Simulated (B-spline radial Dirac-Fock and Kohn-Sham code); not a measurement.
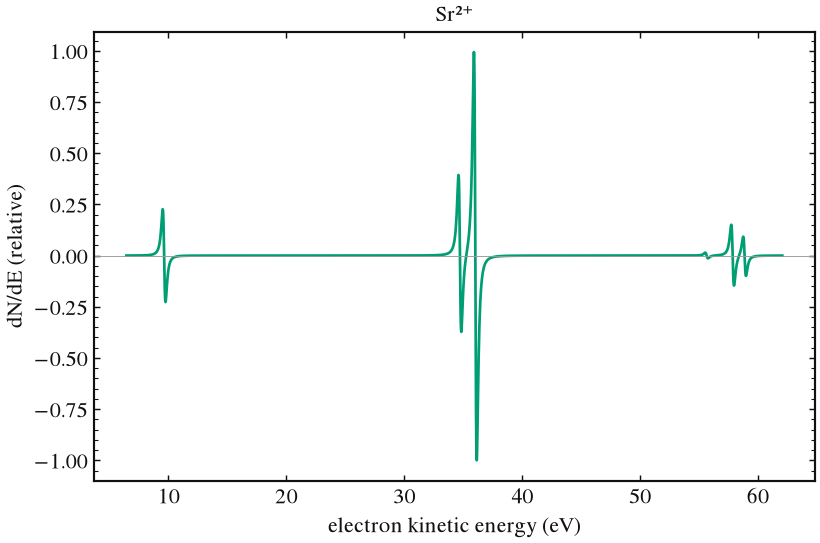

Auger groups that fill an M5 (3d5/2) hole, broadened by 0.40 eV full width and differentiated. Kinetic energies count from the vacuum level; very weak lines are left out. The figure is for the ion Sr²⁺ ([Kr]). Method: independent-particle Coulomb rates on relativistic LDA orbitals, configuration-average energies from Dirac–Fock (computed with a B-spline radial atomic code).

How wide is the M5 level from this decay?

Answer. The non-radiative width is 0.0692 eV.

Which group is strongest?

Answer. M5-N1N3 at 36.05 eV, 53 % of the non-radiative width.
